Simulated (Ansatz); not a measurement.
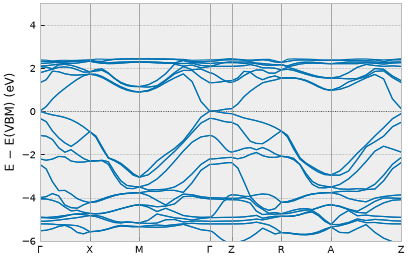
Band structure from DFT-r²SCAN with spin–orbit coupling in the program Ansatz with PAW potentials

The gap is 0.01 eV; an edge lies off the plotted path or next to a special point (maximum on the Γ–X line, 2 % of the way from Γ, minimum on the Γ–Z line, 11 % of the way from Γ).

The material is LaZnSbO in space group P4/nmm (No. 129; La on 2c, Zn on 2b, Sb on 2c, O on 2a).

The workflow started from a Materials Project entry (that database holds measured and hypothetical structures alike); the Crystallography Open Database copy checked does not list it. Whether it is the stable phase at ambient conditions was not checked. The cell was relaxed with r²SCAN under the symmetry of its start. At this level the phase is mechanically unstable.

Potentials: the later of the program's two PAW sets.
